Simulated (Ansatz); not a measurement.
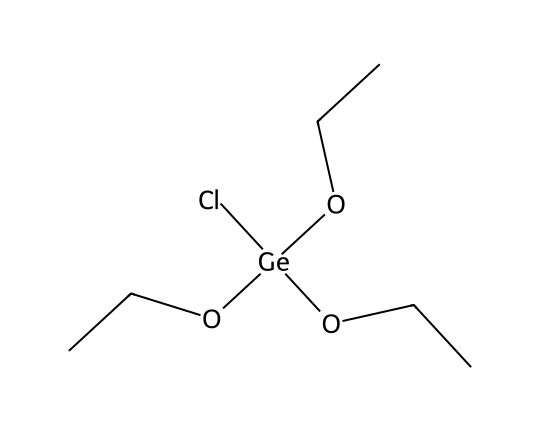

Figure made from data computed with Ansatz.

Skeletal drawing of a molecule.

Write the SMILES.

Answer. CC[O][Ge]([Cl])([O]CC)[O]CC

What is the molecular formula?

Answer. C6H15ClGeO3.

An optimisation with PBE0-D4/def2-TZVP gave a structure of which point group?

Answer. C1. Other conformers may differ.
